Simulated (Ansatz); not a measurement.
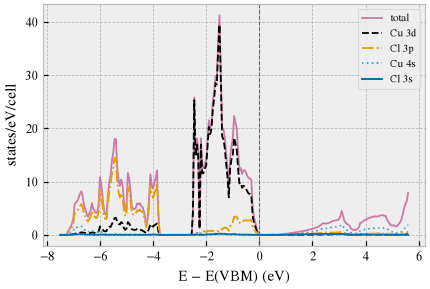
Total and projected density of states of CuCl in space group Pnma (No. 62; Cu on 4c, Cl on 4c), PBEsol in the plane-wave PAW code Ansatz

**Question.** Which orbitals carry the states next to the gap?

**Answer.** Top 1 eV of the valence band: Cu 3d 77 %, Cl 3p 20 %. Bottom 1 eV of the conduction band: Cu 4s 52 %, Cl 3p 21 %, Cl 3s 15 %, Cu 3d 8 %. Projections are on Löwdin-orthogonalised atomic valence shells; empty p or d shells of many metals are not among them.

**Question.** Where is the tallest occupied peak in this window, and what makes it?

**Answer.** Near -1.5 eV, about 41 states/eV per cell; the largest projected share is Cu 3d.

The start of the workflow was typed in or built on a structure type; neither database checked (COD, Materials Project) lists it. It is not the phase usual at ambient conditions (space group No. 216). The PBEsol relaxation kept the symmetry of its start; of distortions, only those at the zone centre were tested, and some modes there are weakly imaginary. The workflow began spin-polarised and lost its moments.

Potentials: the later of the program's two PAW sets.
